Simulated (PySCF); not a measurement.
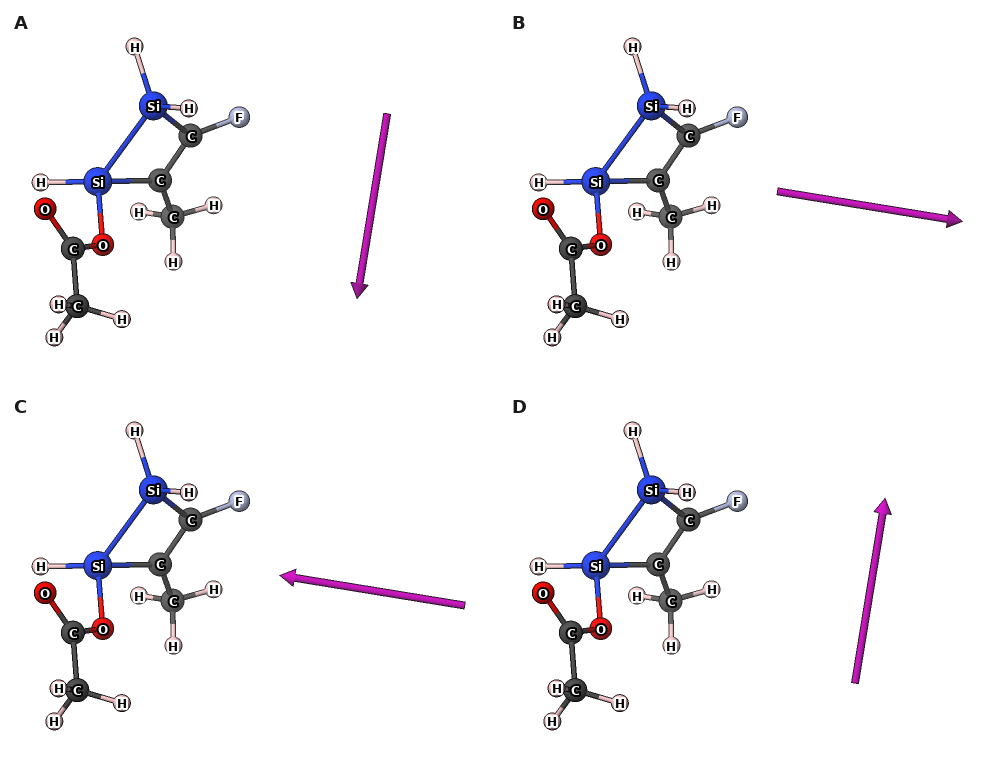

The same molecule four times, each with an arrow. Computed geometry: GFN2-xTB optimisation. No frequency run is at hand to confirm it as a minimum. Properties computed with PBE0/pcSseg-1, gas phase (PySCF 2.14.0).

Question: Which arrow points along the dipole moment, from the negative to the positive end?

Answer: A. The dipole moment is 2.19 D.

The geometry is semi-empirical. Around Si such bond lengths and angles can be off by a tenth of an ångström or more and by several degrees, and values that hang on the shape move with them.
